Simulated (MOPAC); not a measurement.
## Run report: SiH2SClO2 (charge +1), geometry relaxation (part 3 of 4)

The same run, continued: SiH2SClO2, charge +1; PM6-DH+, closed shell, dispersion DH+ (MOPAC 23.2.5). The run did not end well. The starting geometry was optimised with PM6-DH+. The run did not end well; see the last part.

Geometry of the input (Å):
```
O  -0.9011  0.6037  0.7842
Si 0.0269  0.0586  -0.3231
O  0.9324  -1.1441  0.0203
S  -1.2802  -0.6955  -1.7382
Cl 1.2009  1.5553  -0.9287
H  -1.3845  0.8805  1.4919
H  1.4501  -1.8213  0.3111
```

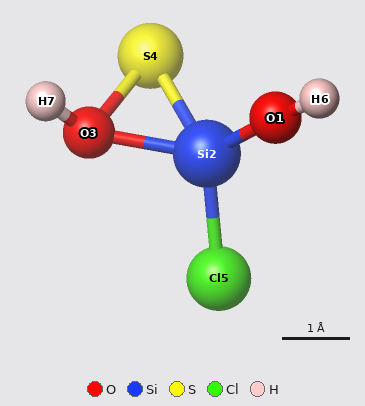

Fig. 1: The geometry at step 183 of the log (ball-and-stick view, seen at a tilt; atoms are numbered from 1 in the order of the input).

**Trajectory as extended XYZ, continued**
```
7
Properties=species:S:1:pos:R:3:forces:R:3 step=138 energy=0.96679
O    -0.9334    0.7929    0.9051    0.0212  -0.0450  -0.0028
Si   -0.0599    0.3448   -0.2663   -0.0011   0.0341  -0.0272
O     0.6973   -1.2526   -0.5678   -0.0139   0.0081   0.0084
S    -0.9565   -1.0815   -1.5102    0.0216  -0.0091  -0.0585
Cl    1.2703    1.6226   -0.8328    0.0018   0.0431  -0.0280
H    -1.4513    1.1192    1.6077    0.0423  -0.0558   0.0209
H     0.8036   -2.1141   -0.0968   -0.0718   0.0245   0.0872
7
Properties=species:S:1:pos:R:3:forces:R:3 step=141 energy=0.96653
O    -0.9298    0.7922    0.9043    0.0041  -0.0305  -0.0230
Si   -0.0628    0.3493   -0.2740    0.0073  -0.0276  -0.0224
O     0.6944   -1.2523   -0.5739    0.0249  -0.0013   0.0500
S    -0.9603   -1.0912   -1.5075    0.0282   0.0346  -0.0428
Cl    1.2749    1.6269   -0.8251   -0.0140   0.0236  -0.0465
H    -1.4468    1.1209    1.6063    0.0442  -0.0643   0.0301
H     0.8054   -2.1092   -0.0887   -0.0946   0.0656   0.0546
7
Properties=species:S:1:pos:R:3:forces:R:3 step=144 energy=0.96558
O    -0.9357    0.7850    0.9013    0.0150  -0.0315   0.0038
Si   -0.0613    0.3516   -0.2737   -0.0005   0.0189  -0.0363
O     0.6974   -1.2446   -0.5720    0.0026   0.0010   0.0132
S    -0.9642   -1.0863   -1.5023    0.0413   0.0058  -0.0643
Cl    1.2809    1.6221   -0.8302   -0.0272   0.0448  -0.0284
H    -1.4593    1.0951    1.6062    0.0452  -0.0346   0.0322
H     0.8082   -2.0963   -0.0849   -0.0763  -0.0044   0.0799
7
Properties=species:S:1:pos:R:3:forces:R:3 step=147 energy=0.96556
O    -0.9327    0.7892    0.9044    0.0209  -0.0266  -0.0017
Si   -0.0626    0.3480   -0.2715    0.0072   0.0193  -0.0335
O     0.6959   -1.2485   -0.5682    0.0012   0.0046   0.0071
S    -0.9592   -1.0860   -1.5094    0.0315   0.0079  -0.0485
Cl    1.2744    1.6229   -0.8299   -0.0141   0.0395  -0.0343
H    -1.4452    1.1158    1.6102    0.0310  -0.0564   0.0286
H     0.8058   -2.1053   -0.0901   -0.0778   0.0118   0.0823
7
Properties=species:S:1:pos:R:3:forces:R:3 step=150 energy=0.96566
O    -0.9304    0.7928    0.9052    0.0197  -0.0309   0.0016
Si   -0.0643    0.3464   -0.2718    0.0071   0.0236  -0.0367
O     0.6958   -1.2499   -0.5693    0.0050   0.0046   0.0151
S    -0.9577   -1.0881   -1.5121    0.0238   0.0168  -0.0420
Cl    1.2717    1.6234   -0.8273   -0.0045   0.0386  -0.0446
H    -1.4364    1.1256    1.6129    0.0247  -0.0627   0.0258
H     0.8040   -2.1062   -0.0894   -0.0757   0.0101   0.0809
7
Properties=species:S:1:pos:R:3:forces:R:3 step=152 energy=0.96563
O    -0.9329    0.7891    0.9041    0.0215  -0.0247  -0.0026
Si   -0.0628    0.3483   -0.2718    0.0072   0.0137  -0.0328
O     0.6962   -1.2481   -0.5688   -0.0007   0.0058   0.0085
S    -0.9597   -1.0862   -1.5088    0.0318   0.0078  -0.0502
Cl    1.2749    1.6226   -0.8296   -0.0147   0.0410  -0.0346
H    -1.4459    1.1146    1.6100    0.0328  -0.0537   0.0298
H     0.8067   -2.1043   -0.0898   -0.0778   0.0101   0.0819
7
Properties=species:S:1:pos:R:3:forces:R:3 step=155 energy=0.95838
O    -0.9246    0.7846    0.9090    0.0228  -0.0326  -0.0023
Si   -0.0638    0.3488   -0.2758    0.0013   0.0464  -0.0397
O     0.6908   -1.2521   -0.5588    0.0048  -0.0294   0.0132
S    -0.9539   -1.0854   -1.5198    0.0408   0.0241  -0.0230
Cl    1.2701    1.6281   -0.8329   -0.0192   0.0212  -0.0336
H    -1.4271    1.1074    1.6236    0.0193  -0.0564   0.0215
H     0.7772   -2.1027   -0.0595   -0.0697   0.0267   0.0639
7
Properties=species:S:1:pos:R:3:forces:R:3 step=158 energy=0.95842
O    -0.9283    0.7770    0.9038   -0.0017  -0.0426   0.0182
Si   -0.0587    0.3538   -0.2782   -0.0108   0.0306  -0.0219
O     0.6902   -1.2496   -0.5589    0.0166  -0.0039   0.0095
S    -0.9605   -1.0818   -1.5097    0.0447  -0.0041  -0.0584
Cl    1.2782    1.6286   -0.8365   -0.0273   0.0339  -0.0226
H    -1.4536    1.0695    1.6162    0.0595  -0.0203   0.0119
H     0.7828   -2.0949   -0.0541   -0.0811   0.0063   0.0631
7
Properties=species:S:1:pos:R:3:forces:R:3 step=161 energy=0.95778
O    -0.9277    0.7772    0.9058    0.0120  -0.0311   0.0034
Si   -0.0600    0.3530   -0.2775   -0.0031   0.0199  -0.0210
O     0.6902   -1.2504   -0.5574    0.0075   0.0044  -0.0005
S    -0.9579   -1.0815   -1.5127    0.0396  -0.0031  -0.0531
Cl    1.2758    1.6282   -0.8368   -0.0220   0.0362  -0.0243
H    -1.4459    1.0797    1.6182    0.0421  -0.0307   0.0240
H     0.7796   -2.0975   -0.0554   -0.0761   0.0045   0.0715
7
Properties=species:S:1:pos:R:3:forces:R:3 step=164 energy=0.95767
O    -0.9275    0.7789    0.9074    0.0159  -0.0283  -0.0007
Si   -0.0619    0.3527   -0.2772    0.0035   0.0127  -0.0295
O     0.6914   -1.2508   -0.5597    0.0009   0.0005   0.0094
S    -0.9563   -1.0830   -1.5140    0.0329   0.0080  -0.0513
Cl    1.2746    1.6274   -0.8355   -0.0194   0.0372  -0.0271
H    -1.4408    1.0893    1.6197    0.0359  -0.0371   0.0270
H     0.7770   -2.0977   -0.0556   -0.0697   0.0071   0.0722
7
Properties=species:S:1:pos:R:3:forces:R:3 step=166 energy=0.95786
O    -0.9285    0.7680    0.9049    0.0072  -0.0126   0.0064
Si   -0.0542    0.3548   -0.2770   -0.0173   0.0010  -0.0225
O     0.6854   -1.2507   -0.5472    0.0183  -0.0037  -0.0172
S    -0.9595   -1.0749   -1.5124    0.0575  -0.0203  -0.0537
Cl    1.2776    1.6306   -0.8439   -0.0319   0.0333  -0.0040
H    -1.4574    1.0590    1.6143    0.0585  -0.0166   0.0267
H     0.7809   -2.0994   -0.0509   -0.0923   0.0188   0.0643
7
Properties=species:S:1:pos:R:3:forces:R:3 step=169 energy=0.95682
O    -0.9265    0.7780    0.9083    0.0157  -0.0212  -0.0011
Si   -0.0617    0.3525   -0.2769    0.0041   0.0109  -0.0305
O     0.6905   -1.2516   -0.5576    0.0016  -0.0017   0.0102
S    -0.9550   -1.0820   -1.5159    0.0316   0.0072  -0.0470
Cl    1.2734    1.6280   -0.8367   -0.0187   0.0371  -0.0263
H    -1.4385    1.0897    1.6211    0.0334  -0.0425   0.0263
H     0.7727   -2.0986   -0.0527   -0.0678   0.0101   0.0684
7
Properties=species:S:1:pos:R:3:forces:R:3 step=172 energy=0.95635
O    -0.9250    0.7764    0.9084    0.0172  -0.0188  -0.0008
Si   -0.0600    0.3516   -0.2769    0.0001   0.0154  -0.0234
O     0.6876   -1.2537   -0.5522    0.0087   0.0083  -0.0065
S    -0.9542   -1.0797   -1.5182    0.0343  -0.0048  -0.0449
Cl    1.2717    1.6298   -0.8385   -0.0151   0.0315  -0.0228
H    -1.4367    1.0877    1.6216    0.0336  -0.0424   0.0251
H     0.7731   -2.1017   -0.0514   -0.0789   0.0108   0.0733
7
Properties=species:S:1:pos:R:3:forces:R:3 step=175 energy=0.95642
O    -0.9249    0.7751    0.9081    0.0241  -0.0186  -0.0067
Si   -0.0587    0.3515   -0.2765   -0.0023   0.0115  -0.0241
O     0.6861   -1.2533   -0.5480    0.0066  -0.0045  -0.0179
S    -0.9541   -1.0786   -1.5191    0.0409  -0.0020  -0.0401
Cl    1.2714    1.6307   -0.8400   -0.0187   0.0292  -0.0205
H    -1.4360    1.0848    1.6214    0.0239  -0.0366   0.0357
H     0.7726   -2.1052   -0.0548   -0.0746   0.0210   0.0736
7
Properties=species:S:1:pos:R:3:forces:R:3 step=178 energy=0.95629
O    -0.9252    0.7764    0.9085    0.0180  -0.0204  -0.0009
Si   -0.0598    0.3518   -0.2764    0.0009   0.0102  -0.0290
O     0.6876   -1.2534   -0.5518    0.0071   0.0011  -0.0051
S    -0.9538   -1.0796   -1.5182    0.0323   0.0005  -0.0452
Cl    1.2717    1.6298   -0.8391   -0.0164   0.0327  -0.0219
H    -1.4371    1.0867    1.6216    0.0302  -0.0391   0.0291
H     0.7713   -2.1030   -0.0530   -0.0721   0.0149   0.0731
7
Properties=species:S:1:pos:R:3:forces:R:3 step=181 energy=0.95667
O    -0.9270    0.7804    0.9099    0.0189  -0.0280  -0.0118
Si   -0.0656    0.3535   -0.2781    0.0184   0.0091  -0.0326
O     0.6953   -1.2511   -0.5663   -0.0245   0.0082   0.0312
S    -0.9545   -1.0848   -1.5144    0.0287   0.0110  -0.0523
Cl    1.2742    1.6256   -0.8338   -0.0139   0.0452  -0.0329
H    -1.4365    1.0958    1.6226    0.0302  -0.0454   0.0312
H     0.7670   -2.0917   -0.0454   -0.0578  -0.0002   0.0672
7
Properties=species:S:1:pos:R:3:forces:R:3 step=183 energy=0.95618
O    -0.9251    0.7769    0.9086    0.0156  -0.0216  -0.0026
Si   -0.0605    0.3520   -0.2769    0.0019   0.0115  -0.0287
O     0.6885   -1.2532   -0.5541    0.0079   0.0047   0.0023
S    -0.9543   -1.0805   -1.5177    0.0332   0.0009  -0.0435
Cl    1.2721    1.6294   -0.8380   -0.0159   0.0342  -0.0249
H    -1.4373    1.0876    1.6214    0.0319  -0.0403   0.0290
H     0.7714   -2.1003   -0.0503   -0.0746   0.0106   0.0685
7
Properties=species:S:1:pos:R:3:forces:R:3 step=186 energy=0.95504
O    -0.9243    0.7747    0.9094    0.0133  -0.0183   0.0006
Si   -0.0585    0.3514   -0.2757    0.0004   0.0162  -0.0271
O     0.6876   -1.2554   -0.5505    0.0026  -0.0005  -0.0001
S    -0.9526   -1.0771   -1.5195    0.0365  -0.0114  -0.0420
Cl    1.2703    1.6307   -0.8413   -0.0151   0.0318  -0.0185
H    -1.4387    1.0841    1.6217    0.0369  -0.0406   0.0248
H     0.7644   -2.1034   -0.0455   -0.0746   0.0228   0.0622
7
Properties=species:S:1:pos:R:3:forces:R:3 step=189 energy=0.95442
O    -0.9231    0.7749    0.9092    0.0174  -0.0161   0.0001
Si   -0.0648    0.3542   -0.2825    0.0066   0.0184  -0.0244
O     0.6885   -1.2501   -0.5557    0.0077  -0.0049   0.0119
S    -0.9553   -1.0846   -1.5190    0.0391   0.0097  -0.0369
Cl    1.2743    1.6289   -0.8346   -0.0190   0.0373  -0.0348
H    -1.4267    1.0863    1.6279    0.0242  -0.0444   0.0258
H     0.7682   -2.0894   -0.0365   -0.0760   0.0000   0.0584
7
Properties=species:S:1:pos:R:3:forces:R:3 step=192 energy=0.95418
O    -0.9228    0.7746    0.9099    0.0138  -0.0202  -0.0023
Si   -0.0595    0.3520   -0.2774    0.0026   0.0130  -0.0264
O     0.6867   -1.2558   -0.5501    0.0023   0.0027   0.0001
S    -0.9521   -1.0784   -1.5205    0.0318  -0.0036  -0.0441
Cl    1.2701    1.6315   -0.8403   -0.0132   0.0302  -0.0216
H    -1.4345    1.0843    1.6237    0.0328  -0.0402   0.0277
H     0.7610   -2.1020   -0.0420   -0.0703   0.0180   0.0667
7
Properties=species:S:1:pos:R:3:forces:R:3 step=195 energy=0.95418
O    -0.9223    0.7744    0.9100    0.0131  -0.0231  -0.0023
Si   -0.0572    0.3509   -0.2755   -0.0039   0.0134  -0.0336
O     0.6853   -1.2581   -0.5475    0.0069   0.0063  -0.0037
S    -0.9510   -1.0762   -1.5216    0.0296  -0.0051  -0.0431
Cl    1.2683    1.6329   -0.8423   -0.0099   0.0269  -0.0170
H    -1.4364    1.0833    1.6222    0.0341  -0.0377   0.0304
H     0.7589   -2.1062   -0.0432   -0.0699   0.0194   0.0693
7
Properties=species:S:1:pos:R:3:forces:R:3 step=197 energy=0.95459
O    -0.9235    0.7766    0.9084    0.0203  -0.0475   0.0122
Si   -0.0572    0.3495   -0.2734    0.0101   0.0453  -0.0659
O     0.6879   -1.2563   -0.5469   -0.0237  -0.0287  -0.0152
S    -0.9511   -1.0748   -1.5213    0.0403  -0.0061  -0.0457
Cl    1.2676    1.6313   -0.8432   -0.0098   0.0277  -0.0121
H    -1.4360    1.0789    1.6226    0.0130  -0.0149   0.0483
H     0.7568   -2.1078   -0.0475   -0.0503   0.0241   0.0784
7
Properties=species:S:1:pos:R:3:forces:R:3 step=200 energy=0.95421
O    -0.9227    0.7749    0.9102    0.0140  -0.0252  -0.0029
Si   -0.0569    0.3508   -0.2746   -0.0036   0.0138  -0.0343
O     0.6860   -1.2584   -0.5481    0.0031   0.0041  -0.0023
S    -0.9506   -1.0757   -1.5214    0.0300  -0.0058  -0.0430
Cl    1.2680    1.6327   -0.8429   -0.0105   0.0270  -0.0158
H    -1.4379    1.0832    1.6219    0.0344  -0.0367   0.0293
H     0.7568   -2.1073   -0.0439   -0.0673   0.0228   0.0689
7
Properties=species:S:1:pos:R:3:forces:R:3 step=203 energy=0.95422
O    -0.9215    0.7728    0.9099    0.0063  -0.0037  -0.0047
Si   -0.0598    0.3531   -0.2794   -0.0094  -0.0028  -0.0183
O     0.6845   -1.2553   -0.5503    0.0341   0.0381  -0.0043
S    -0.9528   -1.0803   -1.5204    0.0191  -0.0005  -0.0454
Cl    1.2709    1.6321   -0.8387   -0.0060   0.0396  -0.0317
H    -1.4328    1.0856    1.6229    0.0341  -0.0484   0.0286
H     0.7636   -2.0970   -0.0394   -0.0781  -0.0223   0.0758
7
Properties=species:S:1:pos:R:3:forces:R:3 step=206 energy=0.95402
O    -0.9224    0.7742    0.9095    0.0143  -0.0166  -0.0047
Si   -0.0620    0.3534   -0.2804    0.0029   0.0114  -0.0298
O     0.6873   -1.2530   -0.5531    0.0078   0.0023   0.0077
S    -0.9541   -1.0820   -1.5197    0.0380   0.0072  -0.0373
Cl    1.2724    1.6308   -0.8370   -0.0158   0.0335  -0.0300
H    -1.4304    1.0851    1.6249    0.0265  -0.0417   0.0328
H     0.7640   -2.0943   -0.0371   -0.0737   0.0040   0.0613
7
Properties=species:S:1:pos:R:3:forces:R:3 step=209 energy=0.95397
O    -0.9226    0.7743    0.9095    0.0133  -0.0151  -0.0051
Si   -0.0618    0.3532   -0.2800    0.0063   0.0111  -0.0231
O     0.6872   -1.2534   -0.5525    0.0107   0.0090   0.0048
S    -0.9536   -1.0813   -1.5198    0.0355   0.0002  -0.0389
Cl    1.2720    1.6307   -0.8377   -0.0162   0.0344  -0.0302
H    -1.4309    1.0842    1.6253    0.0264  -0.0416   0.0310
H     0.7635   -2.0954   -0.0380   -0.0760   0.0019   0.0616
7
Properties=species:S:1:pos:R:3:forces:R:3 step=212 energy=0.95398
O    -0.9224    0.7751    0.9092    0.0171  -0.0227   0.0040
Si   -0.0610    0.3524   -0.2790    0.0011   0.0150  -0.0303
O     0.6865   -1.2541   -0.5505    0.0089   0.0037  -0.0001
S    -0.9529   -1.0804   -1.5209    0.0353   0.0012  -0.0371
Cl    1.2708    1.6311   -0.8385   -0.0131   0.0330  -0.0281
H    -1.4293    1.0840    1.6264    0.0242  -0.0380   0.0272
H     0.7633   -2.0985   -0.0403   -0.0735   0.0077   0.0642
7
Properties=species:S:1:pos:R:3:forces:R:3 step=214 energy=0.95427
O    -0.9260    0.7723    0.9051    0.0292  -0.0298   0.0193
Si   -0.0588    0.3535   -0.2794   -0.0112   0.0271  -0.0528
O     0.6891   -1.2516   -0.5536   -0.0045  -0.0104   0.0039
S    -0.9573   -1.0795   -1.5157    0.0571  -0.0051  -0.0424
Cl    1.2745    1.6305   -0.8384   -0.0141   0.0402  -0.0257
H    -1.4359    1.0717    1.6230    0.0139  -0.0196   0.0386
H     0.7654   -2.0919   -0.0360   -0.0704  -0.0021   0.0591
7
Properties=species:S:1:pos:R:3:forces:R:3 step=217 energy=0.95375
O    -0.9231    0.7734    0.9089    0.0172  -0.0219  -0.0004
Si   -0.0608    0.3537   -0.2799    0.0023   0.0117  -0.0298
O     0.6868   -1.2535   -0.5517    0.0080   0.0046   0.0033
S    -0.9540   -1.0805   -1.5191    0.0366   0.0012  -0.0430
Cl    1.2726    1.6311   -0.8387   -0.0169   0.0334  -0.0258
H    -1.4330    1.0790    1.6250    0.0258  -0.0344   0.0316
H     0.7627   -2.0958   -0.0375   -0.0730   0.0054   0.0641
7
Properties=species:S:1:pos:R:3:forces:R:3 step=220 energy=0.95362
O    -0.9217    0.7749    0.9101    0.0173  -0.0218  -0.0006
Si   -0.0612    0.3525   -0.2792    0.0024   0.0101  -0.0290
O     0.6859   -1.2548   -0.5499    0.0131   0.0090   0.0012
S    -0.9520   -1.0803   -1.5219    0.0305   0.0017  -0.0360
Cl    1.2703    1.6314   -0.8387   -0.0127   0.0323  -0.0280
H    -1.4281    1.0850    1.6270    0.0239  -0.0386   0.0291
H     0.7612   -2.0987   -0.0387   -0.0745   0.0074   0.0633
7
Properties=species:S:1:pos:R:3:forces:R:3 step=223 energy=0.95358
O    -0.9183    0.7782    0.9133    0.0133  -0.0194   0.0001
Si   -0.0633    0.3501   -0.2785    0.0097   0.0221  -0.0150
O     0.6843   -1.2570   -0.5458    0.0022  -0.0026  -0.0100
S    -0.9476   -1.0806   -1.5283    0.0259   0.0073  -0.0256
Cl    1.2654    1.6318   -0.8386   -0.0045   0.0279  -0.0326
H    -1.4162    1.0984    1.6328    0.0218  -0.0588   0.0125
H     0.7567   -2.1053   -0.0413   -0.0685   0.0235   0.0705
7
Properties=species:S:1:pos:R:3:forces:R:3 step=226 energy=0.95335
O    -0.9192    0.7770    0.9123    0.0152  -0.0210  -0.0011
Si   -0.0629    0.3510   -0.2790    0.0093   0.0178  -0.0205
O     0.6849   -1.2563   -0.5471    0.0057   0.0041  -0.0065
S    -0.9489   -1.0805   -1.5263    0.0260   0.0047  -0.0299
Cl    1.2670    1.6317   -0.8386   -0.0075   0.0292  -0.0313
H    -1.4196    1.0937    1.6312    0.0214  -0.0501   0.0207
H     0.7574   -2.1028   -0.0397   -0.0701   0.0154   0.0687
7
Properties=species:S:1:pos:R:3:forces:R:3 step=228 energy=0.95352
O    -0.9176    0.7782    0.9138    0.0138  -0.0188  -0.0030
Si   -0.0636    0.3501   -0.2789    0.0108   0.0181  -0.0069
O     0.6836   -1.2574   -0.5445    0.0045   0.0075  -0.0165
S    -0.9468   -1.0806   -1.5292    0.0209   0.0058  -0.0259
Cl    1.2649    1.6321   -0.8388   -0.0042   0.0273  -0.0335
H    -1.4144    1.0992    1.6339    0.0231  -0.0591   0.0111
H     0.7558   -2.1063   -0.0418   -0.0689   0.0194   0.0745
```
